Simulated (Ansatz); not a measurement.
# A frame of liquid methanol from 298 K (108 atoms): geometry optimisation, part 2 of 3

Aim: bring a frame of liquid methanol from 298 K (108 atoms) to a nearby minimum of the energy and see what moves.

Ansatz 0.2.0; Kohn-Sham DFT, PBE+D3(BJ), PAW (set soft_2), plane waves.

The cell: 18 C, 18 O and 72 H. The network of contacts between molecules at the start is that of the classical potential that made the cell. Only the Γ point is sampled, in a cell whose shortest periodic width is 11 Å.

So far. Step 2 (Single point at the start): The r.m.s. force component of 0.80 eV/Å and the pressure of 2.2 GPa set the starting point.

**3. Relaxation**

With the cell held, the atoms are moved downhill towards a nearby minimum.

The input, input.yaml:

```yaml
crystal:
  lattice:
    - [10.65831, 0.0, 0.0]
    - [0.0, 10.65831, 0.0]
    - [0.0, 0.0, 10.65831]
  atoms:
    [... the 108 atom lines of step 2 ...]
kpoints:
  mp_grid: { grid: [1, 1, 1] }
hamiltonian:
  xc: pbe
  dispersion: d3bj
scf:
  occupations: { method: fixed }
output:
  forces: true
relax:
  f_tol: 0.03
  max_steps: 200
```

The run is started by

```console
$ ansatz run input.yaml --threads 4 --pin off --max-ram 8192MiB --backend cpu --events-out ev --progress --plain --runs-dir out
```

Numbers of over 12 decimals in the logs are rounded to 6 here.

Output:

```text
[...]
Crystal: 108 atoms, lattice volume = 1210.779 Å³
Basis set: ecut = 420 eV, 23703 PW (Γ), exchange–correlation on 144×144×144 points (8 copies of the dense FFT grid, shifted against one another)
Bands: 234, of which v1, the nominal top of the filled ones, is band 126 counted from 1 (125 counted from 0)
Symmetry: 1 space group operations
[...]
k-points: 1
[...]
SCF iter   1: F=—  HF=-15878.525329 eV  |F-HF|=—  |Δ(HF+E_count)|=         —  Δρ=4.55e-3  dr2=3.81e-1  ethr=1.77e-3  ⟨swp⟩=5.0  Hψ=750  notcnv=0  defer=105
[...]
SCF iter   3: F=—  HF=-15878.422227 eV  |F-HF|=—  |Δ(HF+E_count)|=   1.06e-2  Δρ=1.03e-3  dr2=2.17e-2  ethr=3.28e-5  ⟨swp⟩=3.0  Hψ=254  notcnv=0  defer=32
automatic band count: iteration 3 solves 160 bands in place of 234: the levels show a gap, and the empty bands left out lie too high to hold charge; the band table lists the bands solved (type scf.n_extra_bands for more)
SCF iter   4: F=—  HF=-15878.420320 eV  |F-HF|=—  |Δ(HF+E_count)|=   1.91e-3  Δρ=3.34e-4  dr2=2.04e-3  ethr=8.63e-6  ⟨swp⟩=4.0  Hψ=281  notcnv=0  defer=32
[...]
SCF iter   7: F=-15878.419977 eV  HF=-15878.419981 eV  |F-HF|=3.61e-6  |Δ(HF+E_count)|=   4.97e-6  Δρ=2.35e-5  dr2=5.57e-6  ethr=8.93e-9  ⟨swp⟩=5.0  Hψ=507  notcnv=0
SCF 1 converged in 7 iterations: F = -15878.419977 eV  dr2 = 5.57e-6
[...]
relax step   1: F+E_penalty+E_count = -15878.41997719 eV  Δ(F+E_penalty+E_count) = +0.000e0 eV  max|allowed force component| = 2.907e0 eV/Å  Δτ_max = 0.0000 Å  (7 SCF iters, dr2 threshold 2.25e-5 eV, accepted)
[... from here on, the SCF cycles and remarks between the steps are left out ...]
relax step   2: F+E_penalty+E_count = -15882.23073653 eV  Δ(F+E_penalty+E_count) = -3.811e0 eV  max|allowed force component| = 1.248e0 eV/Å  Δτ_max = 0.1946 Å  (7 SCF iters, dr2 threshold 1.00e-4 eV, accepted)
relax step   3: F+E_penalty+E_count = -15883.01614853 eV  Δ(F+E_penalty+E_count) = -7.854e-1 eV  max|allowed force component| = 4.866e-1 eV/Å  Δτ_max = 0.1920 Å  (6 SCF iters, dr2 threshold 9.73e-5 eV, accepted)
relax step   4: F+E_penalty+E_count = -15883.30678568 eV  Δ(F+E_penalty+E_count) = -2.906e-1 eV  max|allowed force component| = 3.508e-1 eV/Å  Δτ_max = 0.1908 Å  (6 SCF iters, dr2 threshold 3.60e-5 eV, accepted)
relax step   5: F+E_penalty+E_count = -15883.48085550 eV  Δ(F+E_penalty+E_count) = -1.741e-1 eV  max|allowed force component| = 3.586e-1 eV/Å  Δτ_max = 0.1952 Å  (7 SCF iters, dr2 threshold 1.87e-5 eV, accepted)
relax step   6: F+E_penalty+E_count = -15883.58248337 eV  Δ(F+E_penalty+E_count) = -1.016e-1 eV  max|allowed force component| = 3.200e-1 eV/Å  Δτ_max = 0.1933 Å  (6 SCF iters, dr2 threshold 6.68e-5 eV, accepted)
relax step   7: F+E_penalty+E_count = -15883.65137779 eV  Δ(F+E_penalty+E_count) = -6.889e-2 eV  max|allowed force component| = 4.068e-1 eV/Å  Δτ_max = 0.1912 Å  (6 SCF iters, dr2 threshold 8.16e-5 eV, accepted)
relax step   8: F+E_penalty+E_count = -15883.71063891 eV  Δ(F+E_penalty+E_count) = -5.926e-2 eV  max|allowed force component| = 3.299e-1 eV/Å  Δτ_max = 0.1950 Å  (6 SCF iters, dr2 threshold 1.00e-4 eV, accepted)
relax step   9: F+E_penalty+E_count = -15883.76681027 eV  Δ(F+E_penalty+E_count) = -5.617e-2 eV  max|allowed force component| = 2.595e-1 eV/Å  Δτ_max = 0.1908 Å  (6 SCF iters, dr2 threshold 7.16e-5 eV, accepted)
relax step  10: F+E_penalty+E_count = -15883.82454799 eV  Δ(F+E_penalty+E_count) = -5.774e-2 eV  max|allowed force component| = 2.641e-1 eV/Å  Δτ_max = 0.1950 Å  (6 SCF iters, dr2 threshold 4.16e-5 eV, accepted)
relax step  11: F+E_penalty+E_count = -15883.88329064 eV  Δ(F+E_penalty+E_count) = -5.874e-2 eV  max|allowed force component| = 1.264e-1 eV/Å  Δτ_max = 0.1902 Å  (6 SCF iters, dr2 threshold 4.32e-5 eV, accepted)
relax step  12: F+E_penalty+E_count = -15883.93406044 eV  Δ(F+E_penalty+E_count) = -5.077e-2 eV  max|allowed force component| = 9.559e-2 eV/Å  Δτ_max = 0.1978 Å  (8 SCF iters, dr2 threshold 3.66e-6 eV, accepted)
relax step  13: F+E_penalty+E_count = -15883.96641634 eV  Δ(F+E_penalty+E_count) = -3.236e-2 eV  max|allowed force component| = 1.317e-1 eV/Å  Δτ_max = 0.1951 Å  (8 SCF iters, dr2 threshold 2.09e-6 eV, accepted)
relax step  14: F+E_penalty+E_count = -15883.99019642 eV  Δ(F+E_penalty+E_count) = -2.378e-2 eV  max|allowed force component| = 2.573e-1 eV/Å  Δτ_max = 0.1951 Å  (6 SCF iters, dr2 threshold 9.92e-6 eV, accepted)
relax step  15: F+E_penalty+E_count = -15884.00833145 eV  Δ(F+E_penalty+E_count) = -1.814e-2 eV  max|allowed force component| = 3.071e-1 eV/Å  Δτ_max = 0.1771 Å  (6 SCF iters, dr2 threshold 6.62e-5 eV, accepted)
relax step  16: F+E_penalty+E_count = -15884.02520124 eV  Δ(F+E_penalty+E_count) = -1.687e-2 eV  max|allowed force component| = 2.512e-1 eV/Å  Δτ_max = 0.1257 Å  (5 SCF iters, dr2 threshold 9.43e-5 eV, accepted)
relax step  17: F+E_penalty+E_count = -15884.03881679 eV  Δ(F+E_penalty+E_count) = -1.362e-2 eV  max|allowed force component| = 1.410e-1 eV/Å  Δτ_max = 0.1175 Å  (6 SCF iters, dr2 threshold 4.23e-5 eV, accepted)
[...]
relax step  36: F+E_penalty+E_count = -15884.10590611 eV  Δ(F+E_penalty+E_count) = -3.451e-3 eV  max|allowed force component| = 3.864e-2 eV/Å  Δτ_max = 0.0462 Å  (6 SCF iters, dr2 threshold 2.35e-6 eV, accepted)
relax step  37: F+E_penalty+E_count = -15884.10985274 eV  Δ(F+E_penalty+E_count) = -3.947e-3 eV  max|allowed force component| = 6.641e-2 eV/Å  Δτ_max = 0.1275 Å  (9 SCF iters, accepted)
relax step  38: F+E_penalty+E_count = -15884.10993243 eV  Δ(F+E_penalty+E_count) = -7.969e-5 eV  max|allowed force component| = 1.138e-1 eV/Å  Δτ_max = 0.1215 Å  (9 SCF iters, accepted)
relax step  39: F+E_penalty+E_count = -15884.11360704 eV  Δ(F+E_penalty+E_count) = -3.675e-3 eV  max|allowed force component| = 5.770e-2 eV/Å  Δτ_max = 0.0377 Å  (5 SCF iters, dr2 threshold 1.29e-5 eV, accepted)
relax step  40: F+E_penalty+E_count = -15884.11503762 eV  Δ(F+E_penalty+E_count) = -1.431e-3 eV  max|allowed force component| = 3.582e-2 eV/Å  Δτ_max = 0.0248 Å  (7 SCF iters, accepted)
relax step  41: F+E_penalty+E_count = -15884.11718460 eV  Δ(F+E_penalty+E_count) = -2.147e-3 eV  max|allowed force component| = 2.363e-2 eV/Å  Δτ_max = 0.0790 Å  (9 SCF iters, accepted)
relax step  42: F+E_penalty+E_count = -15884.11691393 eV  Δ(F+E_penalty+E_count) = +2.707e-4 eV  max|allowed force component| = 2.129e-1 eV/Å  Δτ_max = 0.1982 Å  (9 SCF iters, rejected (line search))
relax step  43: F+E_penalty+E_count = -15884.11964281 eV  Δ(F+E_penalty+E_count) = -2.458e-3 eV  max|allowed force component| = 3.623e-2 eV/Å  Δτ_max = 0.0973 Å  (9 SCF iters, accepted)
relax step  44: F+E_penalty+E_count = -15884.12122851 eV  Δ(F+E_penalty+E_count) = -1.586e-3 eV  max|allowed force component| = 9.037e-2 eV/Å  Δτ_max = 0.0969 Å  (9 SCF iters, accepted)
relax step  45: F+E_penalty+E_count = -15884.12249937 eV  Δ(F+E_penalty+E_count) = -1.271e-3 eV  max|allowed force component| = 9.801e-2 eV/Å  Δτ_max = 0.0519 Å  (6 SCF iters, dr2 threshold 8.17e-6 eV, accepted)
relax step  46: F+E_penalty+E_count = -15884.12410587 eV  Δ(F+E_penalty+E_count) = -1.607e-3 eV  max|allowed force component| = 1.793e-1 eV/Å  Δτ_max = 0.1739 Å  (7 SCF iters, dr2 threshold 9.61e-6 eV, accepted)
relax step  47: F+E_penalty+E_count = -15884.12512737 eV  Δ(F+E_penalty+E_count) = -1.021e-3 eV  max|allowed force component| = 1.442e-1 eV/Å  Δτ_max = 0.0657 Å  (4 SCF iters, dr2 threshold 3.21e-5 eV, accepted)
relax step  48: F+E_penalty+E_count = -15884.11064538 eV  Δ(F+E_penalty+E_count) = +1.448e-2 eV  max|allowed force component| = 2.800e-1 eV/Å  Δτ_max = 0.0822 Å  (6 SCF iters, dr2 threshold 1.35e-5 eV, rejected (line search))
relax step  49: F+E_penalty+E_count = -15884.12747263 eV  Δ(F+E_penalty+E_count) = -2.345e-3 eV  max|allowed force component| = 6.577e-2 eV/Å  Δτ_max = 0.0350 Å  (9 SCF iters, accepted)
relax step  50: F+E_penalty+E_count = -15884.12854682 eV  Δ(F+E_penalty+E_count) = -1.074e-3 eV  max|allowed force component| = 4.106e-2 eV/Å  Δτ_max = 0.0295 Å  (8 SCF iters, accepted)
relax step  51: F+E_penalty+E_count = -15884.13039668 eV  Δ(F+E_penalty+E_count) = -1.850e-3 eV  max|allowed force component| = 3.785e-2 eV/Å  Δτ_max = 0.0758 Å  (9 SCF iters, accepted)
relax step  52: F+E_penalty+E_count = -15884.13144666 eV  Δ(F+E_penalty+E_count) = -1.050e-3 eV  max|allowed force component| = 1.062e-1 eV/Å  Δτ_max = 0.1004 Å  (9 SCF iters, accepted)
relax step  53: F+E_penalty+E_count = -15884.13234839 eV  Δ(F+E_penalty+E_count) = -9.017e-4 eV  max|allowed force component| = 6.340e-2 eV/Å  Δτ_max = 0.0147 Å  (4 SCF iters, dr2 threshold 9.58e-6 eV, accepted)
relax step  54: F+E_penalty+E_count = -15884.13226982 eV  Δ(F+E_penalty+E_count) = +7.858e-5 eV  max|allowed force component| = 9.623e-2 eV/Å  Δτ_max = 0.0274 Å  (6 SCF iters, dr2 threshold 1.43e-6 eV, rejected (line search))
relax step  55: F+E_penalty+E_count = -15884.13234988 eV  Δ(F+E_penalty+E_count) = -1.490e-6 eV  max|allowed force component| = 6.354e-2 eV/Å  Δτ_max = 0.0000 Å  (7 SCF iters, accepted)
relax step  56: F+E_penalty+E_count = -15884.13232243 eV  Δ(F+E_penalty+E_count) = +2.745e-5 eV  max|allowed force component| = 9.483e-2 eV/Å  Δτ_max = 0.0282 Å  (6 SCF iters, dr2 threshold 1.44e-6 eV, rejected (line search))
relax step  57: F+E_penalty+E_count = -15884.13317971 eV  Δ(F+E_penalty+E_count) = -8.298e-4 eV  max|allowed force component| = 4.603e-3 eV/Å  Δτ_max = 0.0134 Å  (6 SCF iters, accepted)
relax step  58: F+E_penalty+E_count = -15884.13450074 eV  Δ(F+E_penalty+E_count) = -1.321e-3 eV  max|allowed force component| = 2.715e-2 eV/Å  Δτ_max = 0.0613 Å  (8 SCF iters, accepted)
SCF converged after 8 iterations
Free energy (F): -15884.134501 eV
[...]
Internal energy: -15884.134501 eV  (E = F + TS)
E sigma→0 (E₀):  -15884.134501 eV
Fermi energy:    -1.989371 eV
[...]
--- Forces (eV/Å), atoms counted from 1 ---
  atom   1  C      0.00162309    -0.00161659    -0.00017188
  atom   2  O      0.00109639    -0.00472994     0.00270796
  atom   3  H     -0.00299518     0.00369652     0.00165440
  atom   4  H      0.00072548     0.00073832    -0.00218666
  atom   5  H     -0.00163435    -0.00270327     0.00024352
  atom   6  H      0.00076999     0.00548575    -0.00772331
  atom   7  C     -0.00452301    -0.00644933     0.00792659
  atom   8  O      0.01367538     0.00889018    -0.02715340
  atom   9  H     -0.00582485    -0.00532957    -0.00032497
  atom  10  H      0.00455324     0.00427648     0.00066157
  atom  11  H      0.00068751     0.00077914     0.00063350
  atom  12  H     -0.01112911     0.00432564     0.01646063
  atom  13  C      0.00206740     0.00138729    -0.00056708
  atom  14  O     -0.00188040    -0.00383209    -0.01087093
[...]
atom 107  H      0.00145060     0.00326431     0.00349549
  atom 108  H      0.00050486    -0.00061771    -0.00038235
  max |Σ_I F_I| component: 2.74e-4 eV/Å
--- Relaxed structure (58 steps of the walk, 53 accepted, 0 SCFs on fresh bases) ---
  F+E_penalty+E_count = -15884.13450074 eV   max|allowed force component| = 2.715e-2 eV/Å
  atoms:
    - { symbol: C, position: [0.584676, 0.080789, 0.948240] }
    - { symbol: O, position: [0.458443, 0.094250, 0.906404] }
    - { symbol: H, position: [0.629311, 0.00993999, 0.888048] }
    - { symbol: H, position: [0.590267, 0.048141, 0.046291] }
[...]
- { symbol: H, position: [0.219065, 0.348786, 0.502287] }
```

Wall time 4.8 min (4 threads of Intel Xeon Platinum 8488C (Sapphire Rapids), shared host); peak memory 1.1 GiB.

Relaxation path (22 of 58):

```
step  energy less that of the first step (eV)  largest force component (eV/Å)
   1                                   0.0000                          2.9067
   4                                  -4.8868                          0.3508
   6                                  -5.1625                          0.3200
   9                                  -5.3468                          0.2595
  12                                  -5.5141                          0.0956
  15                                  -5.5884                          0.3071
  17                                  -5.6188                          0.1410
  20                                  -5.6329                          0.0234
  23                                  -5.6385                          0.0808
  25                                  -5.6440                          0.1147
  28                                  -5.6540                          0.2337
  31                                  -5.6644                          0.0742
  34                                  -5.6769                          0.2290
  36                                  -5.6859                          0.0386
  39                                  -5.6936                          0.0577
  42                                  -5.6969                          0.2129
  44                                  -5.7013                          0.0904
  47                                  -5.7051                          0.1442
  50                                  -5.7086                          0.0411
  53                                  -5.7124                          0.0634
  55                                  -5.7124                          0.0635
  58                                  -5.7145                          0.0272
```

Relaxation steps 30, 42, 48, 54, 56 were tried and not accepted.

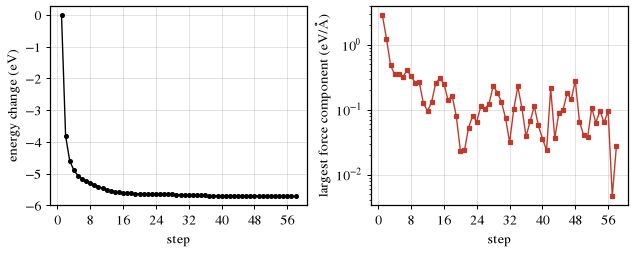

Energy and largest force along the relaxation.

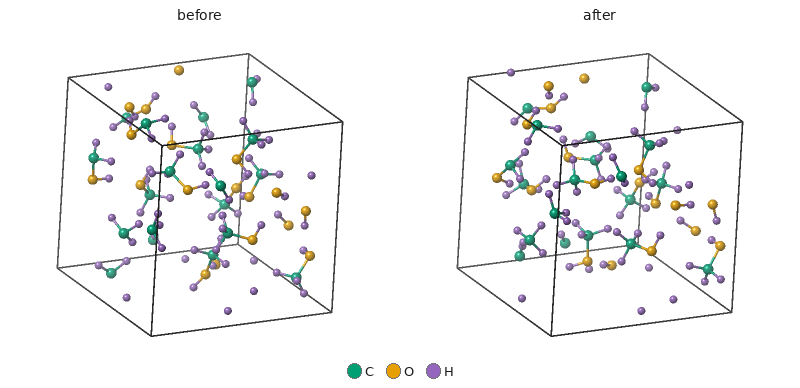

The structure before and after the relaxation, drawn at the same scale. Bonds to atoms that aren't drawn are left out.

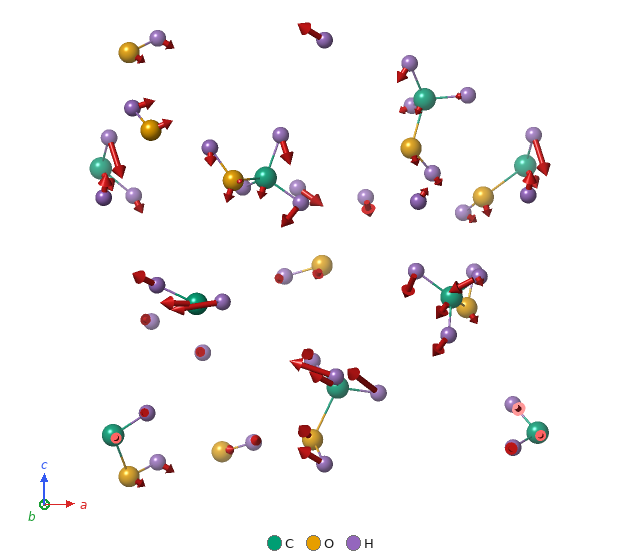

Displacements in the relaxation, scaled; the longest in the cell stands for 2.77 Å. Drawn is a slice 4 Å thick, seen along the normal of the ac plane. Bonds to atoms that aren't drawn are left out.

The atoms that moved most (Å):

```
atom      dx      dy      dz  length
 H22  -1.601  -1.847   1.309   2.773
H105  -2.455  -0.586  -0.320   2.544
 H23  -2.148  -0.030   0.749   2.275
 H59   0.519  -1.263  -1.801   2.260
H107  -1.848  -1.085   0.461   2.192
 H57   0.784  -1.725  -0.022   1.895
 H47   0.760   0.966   1.441   1.894
 H16  -0.417   1.200  -1.297   1.816
```

The relaxation changed the energy by -52.9 meV/atom, and atoms moved by 1.1 Å r.m.s., 2.8 Å at most.

**4. Structure statistics after relaxation**

Bonds before and after, by the cutoffs listed below:

```
pair  bonds before  bonds after  mean before (Å)  mean after (Å)  spread before (Å)  spread after (Å)
 H-C            54           54            1.089           1.100              0.025             0.003
 H-O            18           18            0.987           1.000              0.018             0.009
 C-O            18           18            1.410           1.432              0.023             0.006
```

Density 0.791 g/cm³, 11.21 Å³ an atom.

g(r), total and by pair (bins of 0.2 Å):

```
r (Å)  total   H-H    H-C   H-O   C-C    C-O   O-O
 0.90   0.61  0.00   0.00  2.73  0.00   0.00  0.00
 1.10   4.54  0.00  16.55  3.89  0.00   0.00  0.00
 1.30   0.00  0.00   0.00  0.00  0.00   0.00  0.00
 1.50   0.80  0.00   0.00  0.30  0.00  13.20  0.00
 1.70   1.85  3.19   0.00  1.97  0.00   0.00  0.00
 1.90   0.32  0.00   1.33  0.11  0.00   0.00  0.00
 2.10   1.23  0.28   0.36  4.58  0.00   0.00  0.00
 2.30   0.53  1.18   0.00  0.00  0.00   0.00  0.00
 2.50   0.48  0.74   0.34  0.30  0.00   0.00  0.45
 2.70   0.89  1.06   0.57  0.46  0.00   0.00  6.62
 2.90   0.73  1.38   0.13  0.36  0.00   0.00  0.36
 3.10   0.78  0.94   0.62  0.92  0.00   0.29  0.00
 3.30   0.79  0.67   0.89  1.05  0.00   1.06  0.00
 3.50   1.31  1.10   1.25  1.52  0.00   3.64  0.00
 3.70   1.09  0.88   1.34  1.27  1.50   1.31  0.00
 3.90   0.95  0.78   1.24  1.08  1.74   0.68  0.00
 4.10   1.12  1.08   1.34  0.75  3.03   0.88  1.41
 4.30   1.03  1.03   1.01  0.88  1.29   1.30  1.61
 4.50   1.24  1.25   0.99  1.40  2.50   0.73  1.33
 4.70   1.11  1.01   1.33  0.89  1.34   1.22  2.15
 4.90   1.18  1.18   1.50  0.93  0.75   1.11  1.01
 5.10   1.06  1.15   0.98  0.99  1.36   0.92  1.02
```

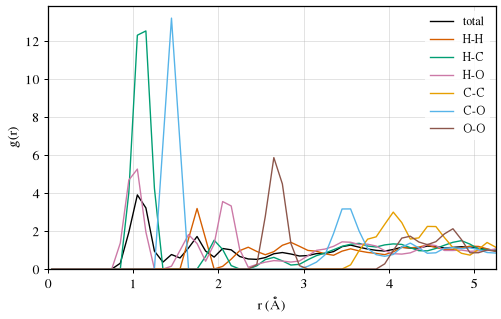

Pair distribution functions, lightly smoothed.

Bonds by pair of elements; cutoffs follow the first minimum of g(r), held within bounds set by covalent radii, and pairs that aren't listed don't count as bonded:

```
pair A-B  cutoff (Å)  bonds  mean length (Å)  spread (Å)  shortest (Å)  B about A  A about B
     H-C        1.34     54              1.1       0.003          1.09       0.75          3
     H-O        1.21     18                1       0.009         0.982       0.25          1
     C-O        1.73     18             1.43       0.006          1.42          1          1
```

How many atoms have how many bonded neighbours:

```
element  mean   1   2   4
      C     4   0   0  18
      H     1  72   0   0
      O     2   0  18   0
```

Bond angles (no mean is given where the spread exceeds 20°):

```
angle  count  mean (°)  spread (°)
H-C-H     54       108         0.4
H-C-O     54       110         1.7
C-O-H     18       108           1
```

For some of the pairs, g(r) has its first main peak near 1.8 Å (H-H), 1.1 Å (H-C), 1.0 Å (H-O), 4.0 Å (C-C), 1.4 Å (C-O) and 2.7 Å (O-O). Counting bonds as in the table, all C atoms have 4, all H atoms have 1 and all O atoms have 2 bonded neighbours. The H-C-H angle averages 108° with a spread of 0.4°.

(Continued in part 3 of 3.)

[Logs are printed without paths, hosts, clocks, repeated set-up lines and the standing remarks that a program may print on its own settings, such as how far it seeks lower states.]

[Hosts, paths, dates, database ids (printed as entryN), source tags and the programs' standing remarks are cut or masked in the printed files.]
